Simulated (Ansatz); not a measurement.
# C₂H₂FNS: one molecule under many settings

Aim: run C₂H₂FNS under a spread of inputs, and see what each costs and gives.

Computed with Ansatz 0.2.0, Gaussian basis. Level: the settings change from run to run.

**1. The geometry**

The structure was relaxed beforehand with PBE0-D4 in a triple-zeta def2 set.

7 atoms, charge 0, spin multiplicity 1.

Atoms are counted from 1 here; the program's logs count them from 0.

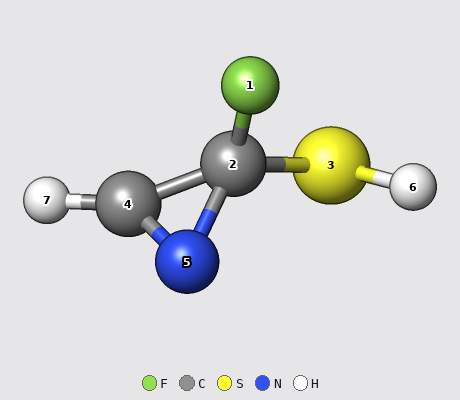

The structure; fluorine green, carbon grey, sulfur yellow, nitrogen blue, hydrogen white; atoms are numbered from 1 in the order of the file.

**2. revPBE/aug-cc-pVDZ**

Set apart from the defaults: atoms shaken by 0.15 Å, D3(BJ) dispersion.

File in.yaml:

```yaml
crystal:
  periodic: [false, false, false]
  atoms:
    - {symbol: F, position_ang: [-0.829945, -1.299634, 0.232993]}
    - {symbol: C, position_ang: [-0.217535, -0.191601, 0.223520]}
    - {symbol: S, position_ang: [0.303136, 0.568819, 1.742764]}
    - {symbol: C, position_ang: [-0.248758, 0.551036, -1.142413]}
    - {symbol: N, position_ang: [0.550226, -0.082387, -1.052527]}
    - {symbol: H, position_ang: [0.982691, -0.880400, 1.978325]}
    - {symbol: H, position_ang: [-0.521942, 1.264186, -1.930950]}
basis:
  gaussian: {orbitals: aug-cc-pVDZ}
hamiltonian: {xc: {name: revPBE}, dispersion: d3bj}
output: {forces: true}
```

Run with:

```sh
$ ansatz run in.yaml --threads 2 --pin off --events-out ev --progress --plain --max-ram 4352MiB
```

The log of the run:

```text
Functional definition: revPBE
  name "revPBE"
  cite "Zhang & Yang, Phys. Rev. Lett. 80, 890 (1998) doi:10.1103/PhysRevLett.80.890"
  cite "Perdew, Burke & Ernzerhof, Phys. Rev. Lett. 77, 3865 (1996) doi:10.1103/PhysRevLett.77.3865"
  parameter kappa = 1.245
  parameter beta = 0.06672455060314922
  exchange = pbe_x(kappa = kappa, mu = beta*pi^2/3)
  correlation = pbe_c(beta = beta)
1330 factors; their error is unknown
mean field evaluation 1: about -17127.0797 eV, gradient 7.1e1 eV
mean field evaluation 2: about -17037.9106 eV, gradient 1.7e2 eV
mean field evaluation 4: about -17138.1537 eV, gradient 1.5e1 eV
mean field evaluation 8: about -17138.6461 eV, gradient 1.9e-1 eV
mean field evaluation 16: about -17138.5983 eV, gradient 7.5e-4 eV
mean field -17138.59828980 eV, -629.8318701908 hartree, gradient 1.1e-5 eV, S^2 0.000000; 0 other end points of the search recorded, 0 dependent functions left out
the calculation of the forces begins
reference -17138.59838863 eV, -629.8318738230 hartree; 23, 23 occupied and 114, 114 virtual orbitals, 1330 factors
Total energy: -17138.97579452 eV, -629.8457432336 hartree
Atom 0 at    -0.829945    -1.299634     0.232993 Å, force    -2.817973    -4.598194     0.868638 eV/Å
Atom 1 at    -0.217535    -0.191601     0.223520 Å, force     0.877026     5.855254    -2.384754 eV/Å
Atom 2 at     0.303136     0.568819     1.742764 Å, force     1.349600    -3.585916    -0.091435 eV/Å
Atom 3 at    -0.248758     0.551036    -1.142413 Å, force   -28.864981    22.840010    -1.629454 eV/Å
Atom 4 at     0.550226    -0.082387    -1.052527 Å, force    31.280945   -23.779316     3.070038 eV/Å
Atom 5 at     0.982691    -0.880400     1.978325 Å, force    -0.836482     2.846114     0.278380 eV/Å
Atom 6 at    -0.521942     1.264186    -1.930950 Å, force    -0.988135     0.422048    -0.111413 eV/Å
Dipole moment:    -0.128258     0.201449    -0.101205 e Å
```

Run time: 3 s. Hardware: 2 threads of Arm Neoverse V1, shared host.

Largest force 39.413 eV/Å, dipole 1.25 D.

**3. rPW86-PBE/def2-mTZVPP**

Set apart from the defaults: charge +1, multiplicity 2, atoms shaken by 0.15 Å, D3(BJ) with three-body dispersion, the search for lower states set to full.

File in.yaml:

```yaml
crystal:
  periodic: [false, false, false]
  atoms:
    - {symbol: F, position_ang: [-0.697217, -1.167056, 0.453409]}
    - {symbol: C, position_ang: [-0.306411, 0.104078, 0.131744]}
    - {symbol: S, position_ang: [0.442248, 0.072522, 1.698937]}
    - {symbol: C, position_ang: [-0.517456, 0.604019, -1.106480]}
    - {symbol: N, position_ang: [0.820761, -0.453601, -1.020269]}
    - {symbol: H, position_ang: [0.948487, -0.748007, 2.130130]}
    - {symbol: H, position_ang: [-0.585789, 1.319322, -1.825179]}
basis:
  gaussian: {orbitals: def2-mTZVPP}
total_charge: 1
magnetization: {spin_polarized: true, initial_magnetization: 1}
hamiltonian: {xc: {name: rPW86-PBE}, dispersion: d3bjatm}
scf: {lower_state_search: full}
output: {forces: true}
```

Same command.

The log of the run:

```text
Functional definition: rPW86-PBE
  name "rPW86-PBE"
  cite "Murray, Lee & Langreth, J. Chem. Theory Comput. 5, 2754 (2009) doi:10.1021/ct900365q"
  cite "Perdew, Burke & Ernzerhof, Phys. Rev. Lett. 77, 3865 (1996) doi:10.1103/PhysRevLett.77.3865"
  parent pbe
  exchange = rpw86_x
  correlation = pbe_c
1038 factors; their error is unknown
mean field evaluation 1: about -17127.3687 eV, gradient 6.7e1 eV
mean field evaluation 2: about -16787.7519 eV, gradient 2.5e2 eV
mean field evaluation 4: about -17146.8885 eV, gradient 3.5e1 eV
mean field evaluation 8: about -17152.5992 eV, gradient 9.9e0 eV
mean field evaluation 16: about -17153.0704 eV, gradient 2.1e-1 eV
mean field evaluation 32: about -17153.0521 eV, gradient 2.0e-4 eV
mean field evaluation 64: about -17153.0358 eV, gradient 1.5e0 eV
mean field evaluation 96: about -17119.9659 eV, gradient 5.7e1 eV
mean field evaluation 128: about -17093.3265 eV, gradient 7.1e1 eV
mean field evaluation 160: about -17139.3464 eV, gradient 5.4e1 eV
mean field evaluation 192: about -17040.8450 eV, gradient 1.2e2 eV
mean field evaluation 224: about -17153.0521 eV, gradient 9.4e-6 eV
mean field evaluation 256: about -17153.0457 eV, gradient 2.1e-1 eV
mean field -17153.05207769 eV, -630.3630370989 hartree, gradient 2.2e-5 eV, S^2 0.970731; 14 other end points of the search recorded, 0 dependent functions left out
the calculation of the forces begins
reference -17153.05216341 eV, -630.3630402488 hartree; 23, 22 occupied and 100, 101 virtual orbitals, 1038 factors
Total energy: -17153.19896684 eV, -630.3684351755 hartree
Atom 0 at    -0.697217    -1.167056     0.453409 Å, force    -4.126046    -3.769785    -0.641448 eV/Å
Atom 1 at    -0.306411     0.104078     0.131744 Å, force     3.100381    -3.206891     0.273887 eV/Å
Atom 2 at     0.442248     0.072522     1.698937 Å, force    -6.706746    19.732094    -2.420280 eV/Å
Atom 3 at    -0.517456     0.604019    -1.106480 Å, force     4.957827    -4.406223     0.584218 eV/Å
Atom 4 at     0.820761    -0.453601    -1.020269 Å, force    -4.415230     4.804310    -0.821429 eV/Å
Atom 5 at     0.948487    -0.748007     2.130130 Å, force     7.883003   -15.269706     5.002319 eV/Å
Atom 6 at    -0.585789     1.319322    -1.825179 Å, force    -0.693189     2.116202    -1.977267 eV/Å
Dipole moment:     0.010569     0.384486    -0.039580 e Å
```

It took 40 s on 2 threads of Arm Neoverse V1, shared host; peak memory 0.37 GiB.

Largest force 20.981 eV/Å, ⟨S²⟩ 0.971. The spin excess of 0.22 shows a contaminated determinant.

**4. SVWN5/ANO-RCC-VTZP**

Options: charge +1, multiplicity 2, atoms shaken by 0.15 Å, density fitting with cc-pVTZ-jkfit.

File in.yaml:

```yaml
crystal:
  periodic: [false, false, false]
  atoms:
    - {symbol: F, position_ang: [-1.181452, -1.348538, 0.147403]}
    - {symbol: C, position_ang: [-0.192428, -0.228769, 0.174802]}
    - {symbol: S, position_ang: [0.605501, 0.255308, 1.532109]}
    - {symbol: C, position_ang: [-0.511124, 0.563908, -0.976735]}
    - {symbol: N, position_ang: [0.847108, -0.177248, -1.372363]}
    - {symbol: H, position_ang: [0.948427, -0.692397, 1.815117]}
    - {symbol: H, position_ang: [-0.866178, 1.338098, -1.686251]}
basis:
  gaussian: {orbitals: ANO-RCC-VTZP, fitting: {mean_field: cc-pVTZ-jkfit}}
total_charge: 1
magnetization: {spin_polarized: true, initial_magnetization: 1}
hamiltonian: {xc: {name: SVWN5}}
```

Launched as before.

The log of the run:

```text
Functional definition: SVWN5
  name "SVWN5"
  cite "Dirac, Proc. Camb. Phil. Soc. 26, 376 (1930) doi:10.1017/S0305004100016108"
  cite "Slater, Phys. Rev. 81, 385 (1951) doi:10.1103/PhysRev.81.385"
  cite "Vosko, Wilk & Nusair, Can. J. Phys. 58, 1200 (1980) doi:10.1139/p80-159"
  exchange = slater_x
  correlation = vwn5_c
497 factors; integrals over basis functions are off by at most 4.1e-1 eV
mean field evaluation 1: about -17070.6539 eV, gradient 5.3e1 eV
mean field evaluation 2: about -16875.0441 eV, gradient 1.9e2 eV
mean field evaluation 4: about -17066.1559 eV, gradient 6.0e1 eV
mean field evaluation 8: about -17082.7332 eV, gradient 2.4e0 eV
mean field evaluation 16: about -17082.7625 eV, gradient 4.5e-3 eV
mean field evaluation 32: about -17081.3796 eV, gradient 3.5e0 eV
mean field -17082.76249339 eV, -627.7799425198 hartree, gradient 6.6e-5 eV, S^2 0.770695; 4 other end points of the search recorded, 0 dependent functions left out
reference -17082.76254761 eV, -627.7799445124 hartree; 23, 22 occupied and 159, 160 virtual orbitals, 497 factors
Total energy: -17082.76254761 eV, -627.7799445124 hartree
Relativity: scalar
```

Run time: 5.5 s. Hardware: 2 threads of Arm Neoverse V1, shared host; peak memory 0.3 GiB.

⟨S²⟩ 0.771.

**5. CCSDT/STO-3G**

This run has multiplicity 3, atoms shaken by 0.03 Å, correlated electrons set to all, the search for lower states set to light.

File in.yaml:

```yaml
crystal:
  periodic: [false, false, false]
  atoms:
    - {symbol: F, position_ang: [-0.916876, -1.344209, 0.189633]}
    - {symbol: C, position_ang: [-0.167217, -0.150738, 0.086584]}
    - {symbol: S, position_ang: [0.435074, 0.335452, 1.676554]}
    - {symbol: C, position_ang: [-0.200711, 0.576277, -1.113449]}
    - {symbol: N, position_ang: [0.734270, -0.176394, -1.121481]}
    - {symbol: H, position_ang: [1.023264, -0.694210, 1.979548]}
    - {symbol: H, position_ang: [-0.787229, 1.342389, -1.688855]}
basis:
  gaussian: {orbitals: STO-3G}
magnetization: {spin_polarized: true, initial_magnetization: 2}
hamiltonian: {xc: {name: HF}}
correlation: {method: ccsdt, electrons: all}
scf: {lower_state_search: light}
```

Launched as before.

The log of the run:

```text
Functional definition: HF
  name "HF"
  cite "Fock, Z. Phys. 61, 126 (1930) doi:10.1007/BF01340294"
  parent pbe
  exchange = exact_x
  correlation = 0
625 factors; integrals over basis functions are off by at most 5.0e-8 eV
mean field evaluation 1: about -16881.8794 eV, gradient 2.7e1 eV
mean field evaluation 2: about -16882.0857 eV, gradient 2.7e1 eV
mean field evaluation 4: about -16887.4861 eV, gradient 3.0e0 eV
mean field evaluation 8: about -16887.8637 eV, gradient 2.9e-1 eV
mean field evaluation 16: about -16881.8766 eV, gradient 2.7e1 eV
mean field evaluation 32: about -16887.3820 eV, gradient 1.5e0 eV
mean field evaluation 64: about -16885.5125 eV, gradient 6.9e0 eV
mean field evaluation 96: about -16884.5891 eV, gradient 9.1e-1 eV
mean field evaluation 128: about -16884.7613 eV, gradient 9.7e-1 eV
mean field evaluation 160: about -16884.3688 eV, gradient 3.6e0 eV
mean field evaluation 192: about -16880.9239 eV, gradient 1.3e1 eV
mean field evaluation 224: about -16887.4408 eV, gradient 1.6e-1 eV
mean field -16887.86612435 eV, -620.6176330629 hartree, gradient 2.3e-6 eV, S^2 2.028893; 7 other end points of the search recorded, 0 dependent functions left out
determinant -16887.86612435 eV, -620.6176330629 hartree, with singles and doubles -16893.84491878 eV, -620.8373497058 hartree
determinant -16887.43032432 eV, -620.6016177073 hartree, with singles and doubles -16892.86511079 eV, -620.8013424263 hartree
reference -16887.86612435 eV, -620.6176330629 hartree; 24, 22 occupied and 7, 9 virtual orbitals, 625 factors
second order -4.71240663 eV of doubles, -0.00000000 eV of singles
cycle   1  -5.44490913 eV  change   -7.3e-1 eV  update   1.0e-1
cycle   2  -5.92377672 eV  change   -4.8e-1 eV  update   4.8e-2
cycle   3  -6.16034048 eV  change   -2.4e-1 eV  update   3.5e-2
cycle   4  -6.19271849 eV  change   -3.2e-2 eV  update   1.5e-2
cycle   5  -6.20089303 eV  change   -8.2e-3 eV  update   1.0e-2
cycle   6  -6.20530067 eV  change   -4.4e-3 eV  update   5.5e-3
cycle   7  -6.20776908 eV  change   -2.5e-3 eV  update   3.7e-3
cycle   8  -6.20803845 eV  change   -2.7e-4 eV  update   2.2e-3
cycle   9  -6.20920900 eV  change   -1.2e-3 eV  update   1.4e-3
cycle  10  -6.21004144 eV  change   -8.3e-4 eV  update   8.5e-4
cycle  11  -6.20999218 eV  change    4.9e-5 eV  update   5.6e-4
cycle  12  -6.21004000 eV  change   -4.8e-5 eV  update   3.6e-4
cycle  13  -6.20994978 eV  change    9.0e-5 eV  update   2.3e-4
cycle  14  -6.20994990 eV  change   -1.3e-7 eV  update   1.7e-4
cycle  15  -6.21008896 eV  change   -1.4e-4 eV  update   1.2e-4
cycle  16  -6.21021292 eV  change   -1.2e-4 eV  update   8.2e-5
cycle  17  -6.21027446 eV  change   -6.2e-5 eV  update   5.4e-5
cycle  18  -6.21027213 eV  change    2.3e-6 eV  update   3.9e-5
cycle  19  -6.21026511 eV  change    7.0e-6 eV  update   2.8e-5
cycle  20  -6.21025949 eV  change    5.6e-6 eV  update   2.0e-5
cycle  21  -6.21026682 eV  change   -7.3e-6 eV  update   1.5e-5
cycle  22  -6.21027844 eV  change   -1.2e-5 eV  update   1.1e-5
cycle  23  -6.21028505 eV  change   -6.6e-6 eV  update   8.0e-6
cycle  24  -6.21028462 eV  change    4.3e-7 eV  update   5.8e-6
cycle  25  -6.21028159 eV  change    3.0e-6 eV  update   4.1e-6
cycle  26  -6.21027877 eV  change    2.8e-6 eV  update   3.1e-6
Total energy: -16894.07640311 eV, -620.8458565981 hartree
```

Wall time 26 s (2 threads of Arm Neoverse V1, shared host); peak memory 0.4 GiB.

⟨S²⟩ 2.029, T1 0.018.

(Part 1 of 2 ends here.)
